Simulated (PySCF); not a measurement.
# C$_{4}$H$_{12}$Si, SMILES `C[Si](C)(C)C`: electronic structure

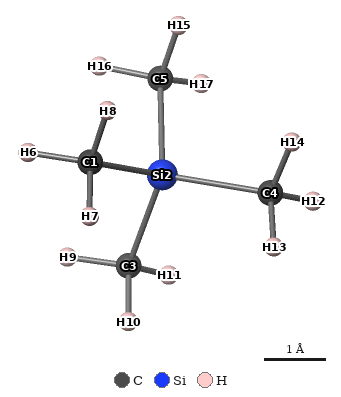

The molecule, with its atoms numbered as below. No frequency check shows the geometry to be a minimum.

Cartesian coordinates (Å):

```
C1      -1.3548   -0.0683    1.3427
Si2      0.0004   -0.0002   -0.0000
C3       0.1648   -1.7117   -0.8294
C4       1.6643    0.4818    0.8024
C5      -0.4725    1.2996   -1.3162
H6      -2.3151   -0.3523    0.9214
H7      -1.1221   -0.8108    2.1017
H8      -1.4825    0.8936    1.8268
H9      -0.7654   -2.0121   -1.3040
H10      0.4214   -2.4793   -0.1047
H11      0.9365   -1.7111   -1.5912
H12      2.4626    0.5182    0.0663
H13      1.9597   -0.2301    1.5631
H14      1.6100    1.4570    1.2733
H15     -0.5857    2.2859   -0.8757
H16     -1.4239    1.0612   -1.7835
H17      0.2880    1.3732   -2.0899
```

## 1. Bonding charge

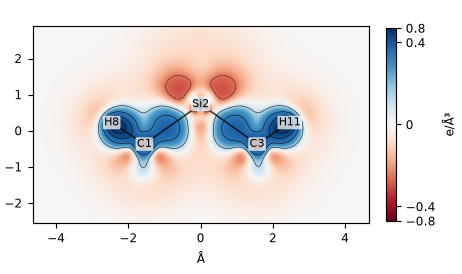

Deformation density (molecule less spherical, spin-averaged free atoms) in the plane of C1, Si2, C3, H8 and H11; colour scale in e/Å³, logarithmic beyond ±0.1; blue: gain, red: loss.

Computed with PySCF, PBE/def2-TZVP, geometry: GFN2-xTB.

Describe the bonding that the map shows.

Answer. C1–H8 and C3–H11: +0.64 e/Å³ at the bond critical point (bond length 1.08 Å, Mayer order 1.0). C1–Si2 and Si2–C3: +0.17 e/Å³ at the bond critical point (bond length 1.91 Å, Mayer order 1.0). In all, 3.4 electrons gather in the regions of gain relative to the promolecule.

## 2. Bond critical points

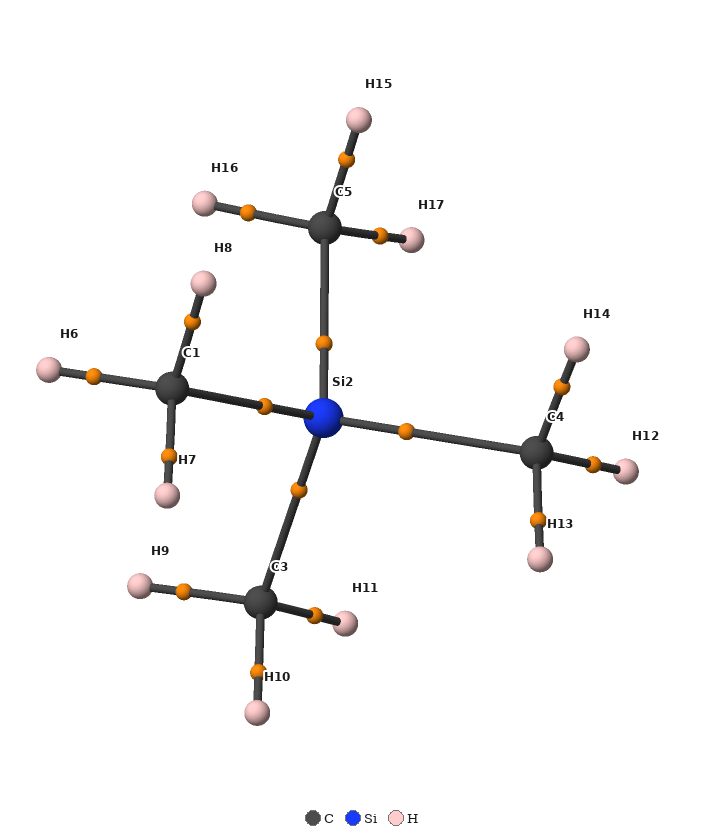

Molecular graph of the electron density (QTAIM): bond paths, bond critical points (orange), ring points (yellow, if any); weak paths are dashed.

How many critical points of each kind are there, and does the count close?

Answer. 17 nuclei, 16 bond, 0 ring and 0 cage critical points: 17 − 16 + 0 − 0 = 1, as the Poincaré–Hopf relation requires.

Tabulate density, Laplacian, ellipticity and energy density at the bond critical points (atomic units).

Answer.
| bond | length (Å) | ρ (a.u.) | ∇²ρ (a.u.) | ε | H (a.u.) |
| --- | --- | --- | --- | --- | --- |
| C4–H13 (4 alike) | 1.083 | 0.274 | −0.90 | 0.02 | −0.274 |
| C5–H15 (8 alike) | 1.086 | 0.272 | −0.89 | 0.02 | −0.271 |
| C1–Si2 (4 alike) | 1.909 | 0.115 | +0.13 | 0.00 | −0.069 |

What kind of interaction is C5–H15?

Answer. Shared-shell (covalent): ρ = 0.272, ∇²ρ = −0.89, H = −0.271 a.u.

## 3. Local ionisation energy

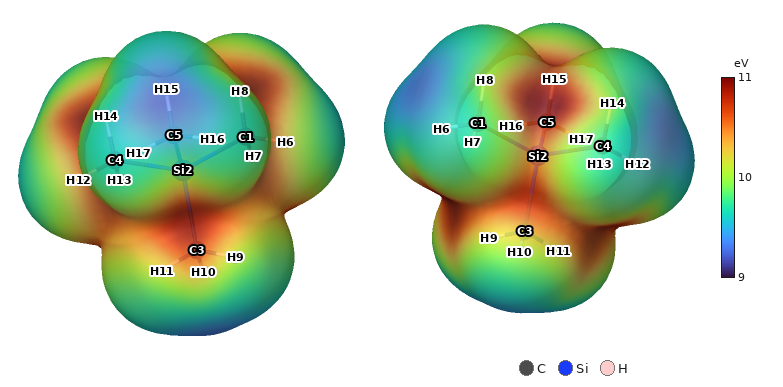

Average local ionisation energy on the surface of electron density 0.001 a.u. (back view left, front view right).

Locate the minima of the map.

Answer. The lowest value is 9.3 eV, near H8 (1.85 Å), H7 (1.89 Å), H6 (1.94 Å) and C1 (2.00 Å), and at like points elsewhere. For comparison, the highest occupied orbital lies at −7.0 eV.

## 4. In an electric field

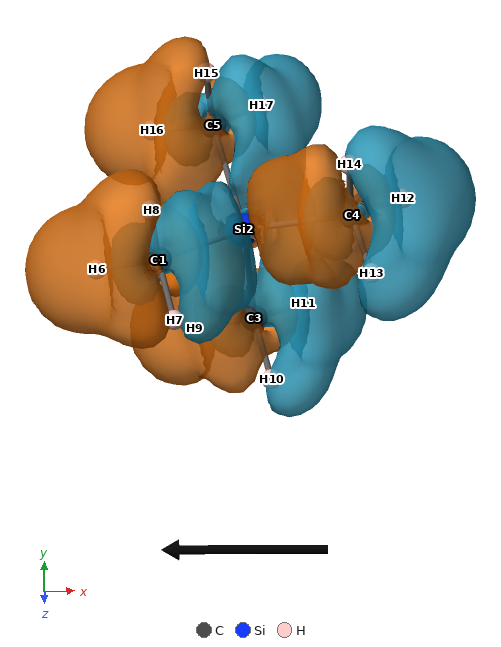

Change of the electron density in a uniform field of 0.21 V/Å along −x (arrow), surfaces at ±0.001 e/Å³ (light blue: gain, orange: loss).

PySCF calculation, PBE/def2-TZVP, gas phase; geometry: GFN2-xTB. A basis without diffuse functions makes polarisabilities too small.

The field was applied in both directions; the picture shows the one opposite to the script's first.

What dipole is induced, and what polarisability does it imply?

Answer. The induced dipole is 0.79 D (along the field); α along this axis, from the fields in both directions, is 78 bohr³ (11.5 Å³).

The PySCF runs shown took 17 s and 44 s on 1 thread of AMD EPYC 9R45 96-Core Processor (Zen 5), on a shared host.
